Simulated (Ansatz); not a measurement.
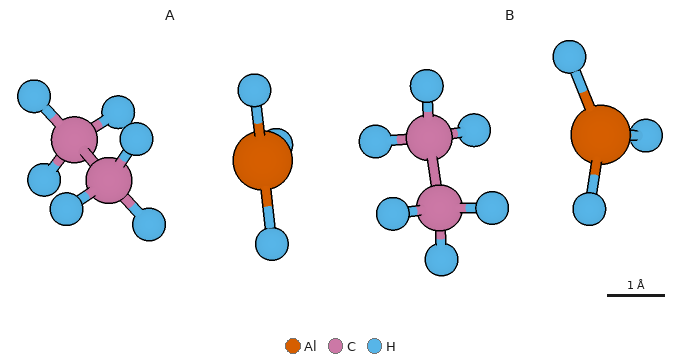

Two geometries of C2H9Al, drawn at one scale. One is the start of a relaxation, the other its converged end. A ball-and-stick model, seen at a tilt.

These are results of RKS PBE0/6-31G* in Ansatz 0.2.0, not measurements. Settings: no spin polarisation; force threshold 0.03 eV/Å; at most 50 steps.

Which geometry has the lower energy?

Answer. Structure A is the relaxed one. The run prepares an end point of a later path (reaction) calculation, from a guessed geometry. Over 30 accepted moves (32 points after the start) the energy falls by 21.7 kJ/mol. The largest force component goes from 0.47 to 0.011 eV/Å. The line search rejected the trial steps at points 21, 31 of the run. An H atom moves most after the best rigid fit: 1.26 Å. By element the largest moves are H 1.26 Å, C 0.52 Å, Al 0.47 Å. Among the contacts that change: Al–C 3.168 → 2.794 Å, Al–H 2.309 → 2.261 Å, Al–H 1.570 → 1.595 Å, C–C 1.527 → 1.521 Å. Among the angles between lasting bonds that change: H–C–H 106.1° → 111.3°, C–C–H 114.4° → 110.2°, C–C–H 113.6° → 111.1°. The run took 96 s on 1 thread of Arm Neoverse V1 (shared host), peak memory 0.13 GiB.
